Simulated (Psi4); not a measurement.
# SiPH4Cl+ (SMILES [PH2+][SiH2]Cl): UM06-2X/aug-cc-pVDZ

What is the vertical doublet–quartet gap of SiPH4Cl+ at UM06-2X/aug-cc-pVDZ? 

The calculation is run with Psi4 1.11.

1 further run of the same task is left out (set aside as unsound or not needed).

### Step 1. The molecule

SiPH4Cl+: 7 atoms, total charge +1, spin state doublet. As SMILES, `[PH2+][SiH2]Cl`. Geometry: relaxed at GFN2-xTB. This is one conformer, not always the lowest.

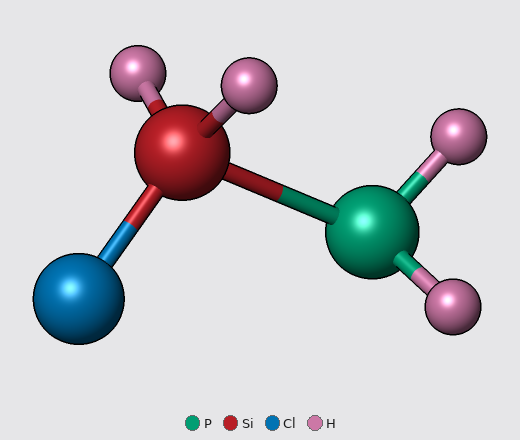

The structure, seen from a chosen angle (phosphorus teal, silicon red, chlorine blue, hydrogen pink).

### Step 2. The energy at UM06-2X/aug-cc-pVDZ

The input, input.dat:

```
memory 1600 MB

molecule {
  1 2
  P     -1.298530     0.216930    -0.350690
  Si     0.906470    -0.130240     0.590350
  Cl     0.948810    -1.918810     1.392180
  H     -1.688430    -0.641210    -1.373930
  H     -1.405610     1.409140    -1.058760
  H      0.913740     1.027050     1.473130
  H      1.623550     0.037150    -0.672280
  symmetry c1
}

set {
  reference uks
  puream true
  e_convergence 1e-09
  d_convergence 1e-08
  scf_type pk
  dft_radial_points 99
  dft_spherical_points 590
  maxiter 200
}

energy_value, wavefunction = energy('m06-2x/aug-cc-pVDZ', return_wfn=True)
```

On the command line:

```console
$ psi4 input.dat output.dat -n 1
```

output.dat:

```text
[...]
  Running in c1 symmetry.
[...]
  Nuclear repulsion =  190.839193235565489
[...]
  Multiplicity = 2
[...]
  Nalpha       = 25
  Nbeta        = 24
[...]
    Number of basis functions: 117
[...]
   @UKS iter   1: -1093.06440337319964    7.06613e-02   1.35763e-03 DIIS/ADIIS
[...]
   @UKS iter  13: -1093.08515718478725   -7.04858e-12   3.51497e-09 DIIS
[...]
   @S^2 Observed:                7.539534216E-01
[...]
    Orbital Energies [Eh]
    ---------------------
    Alpha Occupied:
       1A   -102.861324     2A    -78.329023     3A    -67.301939
       4A    -10.008746     5A     -7.728752     6A     -7.724016
       7A     -7.723339     8A     -7.130790     9A     -5.826850
      10A     -5.252138    11A     -5.242671    12A     -5.241473
      13A     -4.137296    14A     -4.134781    15A     -4.132253
      16A     -1.138105    17A     -0.977475    18A     -0.820411
      19A     -0.697224    20A     -0.662895    21A     -0.661452
      22A     -0.645513    23A     -0.589882    24A     -0.575380
      25A     -0.545224
    Alpha Virtual:
[...]
  @UKS Final Energy: -1093.08515718478725
   => Energetics <=
    Nuclear Repulsion Energy =            190.8391932355654887
    One-Electron Energy =               -1880.1114887156602435
    Two-Electron Energy =                 631.0413448196125046
    DFT Exchange-Correlation Energy =     -34.8542065243049919
    Empirical Dispersion Energy =           0.0000000000000000
    VV10 Nonlocal Energy =                  0.0000000000000000
    Total Energy =                      -1093.0851571847872492
[...]
 Multipole Moments:
 ------------------------------------------------------------------------------------
     Multipole            Electronic (a.u.)      Nuclear  (a.u.)        Total (a.u.)
 ------------------------------------------------------------------------------------
 L = 1.  Multiply by 2.5417464519 to convert [e a0] to [Debye]
 Dipole X            :         -0.3544401           -0.5270157           -0.8814557
 Dipole Y            :         -3.1829695            4.5007117            1.3177422
 Dipole Z            :          2.4245461           -3.5102758           -1.0857297
 Magnitude           :                                                    1.9215144
[...]
```

Run time: 81 s. Hardware: 1 thread of AMD EPYC 9R45 (Zen 5), shared host; peak memory 0.8 GiB.

### Step 3. The quartet, same level

The input, clh4psi.xyz:

```xyz
7
ClH4PSi
P     -1.298530     0.216930    -0.350690
Si     0.906470    -0.130240     0.590350
Cl     0.948810    -1.918810     1.392180
H     -1.688430    -0.641210    -1.373930
H     -1.405610     1.409140    -1.058760
H      0.913740     1.027050     1.473130
H      1.623550     0.037150    -0.672280
```

The input, run.py:

```python
import psi4

psi4.set_memory('1600 MB')
psi4.set_num_threads(1)
psi4.set_output_file('clh4psi.out', False)

with open('clh4psi.xyz') as f:
    atoms = ''.join(f.readlines()[2:])
mol = psi4.geometry('1 4\n' + atoms + 'symmetry c1')

psi4.set_options({
    'reference': 'uks',
    'puream': True,
    'e_convergence': 1e-09,
    'd_convergence': 1e-08,
    'scf_type': 'pk',
    'dft_radial_points': 99,
    'dft_spherical_points': 590,
    'maxiter': 200,
})

result, w = psi4.energy('m06-2x/aug-cc-pVDZ', molecule=mol, return_wfn=True)
psi4.oeprop(w, 'WIBERG_LOWDIN_INDICES', 'MULLIKEN_CHARGES', 'MAYER_INDICES')
print(f'total energy {result:.8f} hartree = {result * 27.211386:.5f} eV')
```

On the command line:

```console
$ python run.py
```

clh4psi.out, shortened:

```text
[...]
  Running in c1 symmetry.
[...]
  Nuclear repulsion =  190.839193235565489
[...]
  Multiplicity = 4
[...]
  Nalpha       = 26
  Nbeta        = 23
[...]
    Number of basis functions: 117
[...]
   @UKS iter   1: -1092.79977409019261    3.35291e-01   1.53249e-03 DIIS/ADIIS
[...]
   @UKS iter  24: -1092.83150373821445   -3.77440e-11   9.40956e-09 DIIS
[...]
   @S^2 Observed:                3.757821502E+00
[...]
  @UKS Final Energy: -1092.83150373821445
   => Energetics <=
    Nuclear Repulsion Energy =            190.8391932355654887
    One-Electron Energy =               -1879.6109889449787715
    Two-Electron Energy =                 630.7873147569260937
    DFT Exchange-Correlation Energy =     -34.8470227857273258
    Empirical Dispersion Energy =           0.0000000000000000
    VV10 Nonlocal Energy =                  0.0000000000000000
    Total Energy =                      -1092.8315037382144510
[...]
 Multipole Moments:
 ------------------------------------------------------------------------------------
     Multipole            Electronic (a.u.)      Nuclear  (a.u.)        Total (a.u.)
 ------------------------------------------------------------------------------------
 L = 1.  Multiply by 2.5417464519 to convert [e a0] to [Debye]
 Dipole X            :         -0.4561658           -0.5270157           -0.9831815
 Dipole Y            :         -3.6667301            4.5007117            0.8339816
 Dipole Z            :          2.6528489           -3.5102758           -0.8574270
 Magnitude           :                                                    1.5483385
[...]
  Mulliken Charges: (a.u.)
   Center  Symbol    Alpha    Beta     Spin     Total
       1     P     8.41300  6.76663  1.64637 -0.17964
       2    SI     7.49579  6.84820  0.64759 -0.34399
       3    CL     8.70745  8.24471  0.46275  0.04784
       4     H     0.33453  0.31795  0.01659  0.34752
       5     H     0.37377  0.30011  0.07367  0.32612
       6     H     0.34121  0.25715  0.08407  0.40164
       7     H     0.33424  0.26526  0.06898  0.40050
   Total alpha = 26.00000, Total beta = 23.00000, Total charge =  1.00000
  Mayer Bond Indices:
[...]
```

On the terminal:

```text
total energy -1092.83150374 hartree = -29737.45988 eV
```

It took 2.4 min on 1 thread of AMD EPYC 9R45 (Zen 5), shared host; peak memory 0.85 GiB.

### Step 4. Results

Level: UM06-2X/aug-cc-pVDZ.

```
                                        quantity           value
                           doublet: total energy  -1093.08516 Eh
     doublet: HOMO energy (highest over α and β)       -14.84 eV
      doublet: LUMO energy (lowest over α and β)        -9.26 eV
                                   doublet: ⟨S²⟩           0.754
                           quartet: total energy  -1092.83150 Eh
     quartet: HOMO energy (highest over α and β)        -8.83 eV
                                   quartet: ⟨S²⟩           3.758
vertical energy of the quartet above the doublet        6.902 eV
```

**Reading.** At this shape the quartet lies 6.90 eV (666 kJ/mol) above the doublet. Mulliken charges (quartet) run from -0.34 on Si2 to +0.40 on H6; in a basis this large or diffuse they mean little.
